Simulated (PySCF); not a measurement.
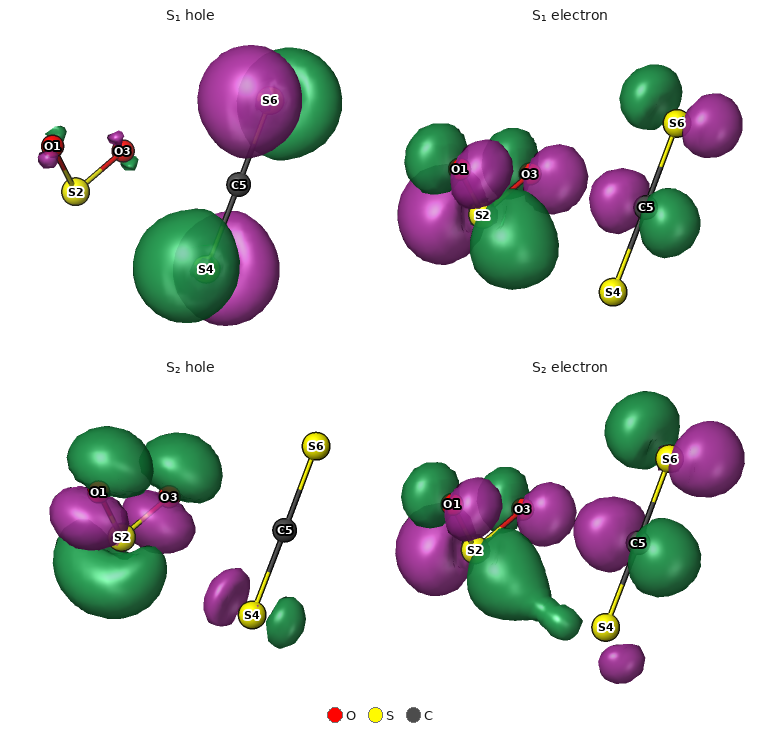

Figure 1: CO$_{2}$S$_{3}$, SMILES `O=S=O.S=C=S`. Leading natural transition orbitals (TDA singlet states).

Level of theory: PBE/def2-SVP (PySCF), at a geometry from GFN2-xTB. The pair's geometry is semi-empirical, so its contact may be too short or too long. GFN2-xTB bond lengths at metals and heavier atoms can be off by up to 0.1 Å and shapes distorted, which carries into these values. Without diffuse functions Rydberg states are missing, so the states' numbers hold for this basis only.

Coordinates in Å:

```
O1      -1.4515    0.7233    1.2171
S2      -1.7848    0.0309   -0.0006
O3      -1.4546    0.7157   -1.2164
S4       0.5625   -1.6454    0.0019
C5       1.3724   -0.3129    0.0002
S6       2.1606    1.0123   -0.0017
```

Q: Describe these excited states.

A: By state:
- S₁: 3.37 eV (368 nm), f = 0.000 (very weak), charge transfer, whose energy this functional puts too low; the leading pair carries 100 %; hole on S4 (46 %), S6 (44 %) and C5 (7 %), electron on S2 (36 %), O1 and O3 (17 % each) and S6 (14 %); their centroids lie 2.1 Å apart.
- S₂: 3.70 eV (335 nm), f = 0.066; the leading pair carries 97 %; hole on O1 and O3 (29 % each), S2 (27 %) and S4 (9 %), electron on S2 (25 %), S6 (22 %) and C5 (19 %); their centroids lie 1.1 Å apart.

The PySCF run took 25 s on 1 thread of AMD EPYC 9R45 96-Core Processor (Zen 5), on a shared host, peak memory 0.52 GiB.
